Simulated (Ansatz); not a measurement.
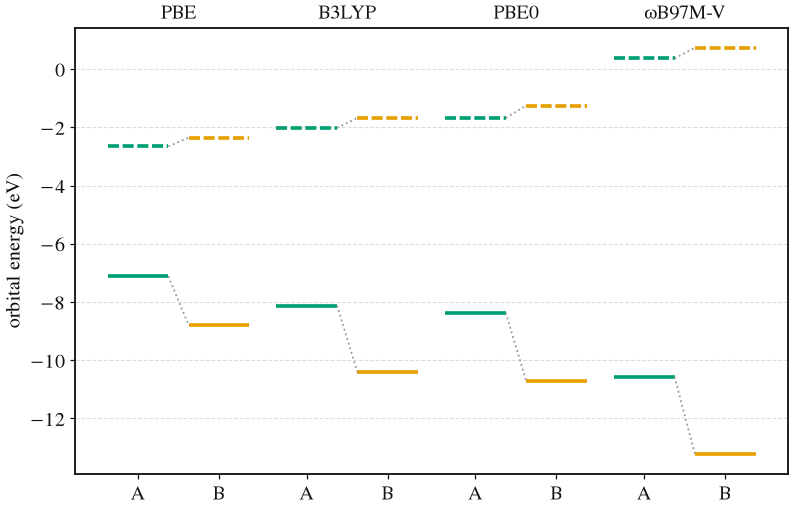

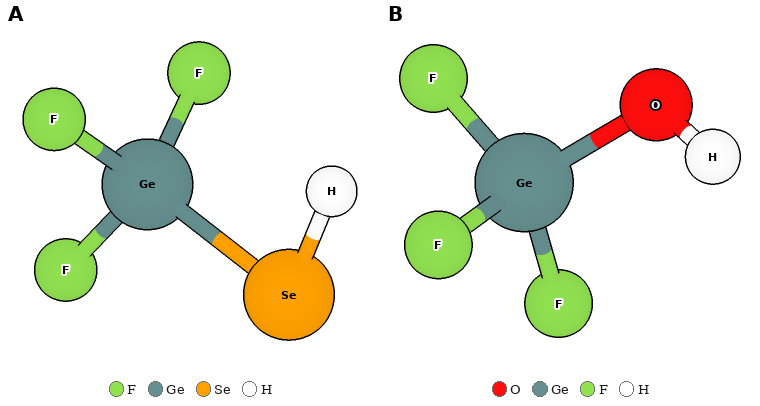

One change: A, GeHSeF₃ (SMILES [F][Ge]([F])([F])[SeH]), becomes B, GeHOF₃ (SMILES [OH][Ge]([F])([F])[F]). SeH on Ge is replaced by OH. HOMO (solid) and LUMO (dashed) computed in def2-TZVPP at PBE0-D4/def2-TZVP geometries, both minima by their frequencies, gas phase, the Ansatz code. Empty levels above zero depend strongly on the basis.

What does the change do to HOMO and LUMO?

Answer. PBE: the HOMO falls by 1.68 eV, the LUMO rises by 0.30 eV, and the separation goes from 4.46 to 6.45 eV. B3LYP: the HOMO falls by 2.28 eV, the LUMO rises by 0.34 eV, and the separation goes from 6.10 to 8.72 eV. PBE0: the HOMO falls by 2.33 eV, the LUMO rises by 0.43 eV, and the separation goes from 6.69 to 9.45 eV. ωB97M-V: the HOMO falls by 2.64 eV, the LUMO rises by 0.36 eV, and the separation goes from 10.94 to 13.94 eV.

Do the functionals agree on the effect?

Answer. They agree on the direction for both levels; the HOMO shift lies between −2.64 and −1.68 eV and the LUMO shift between 0.30 and 0.43 eV, while the separations themselves differ by up to 7.5 eV between functionals.
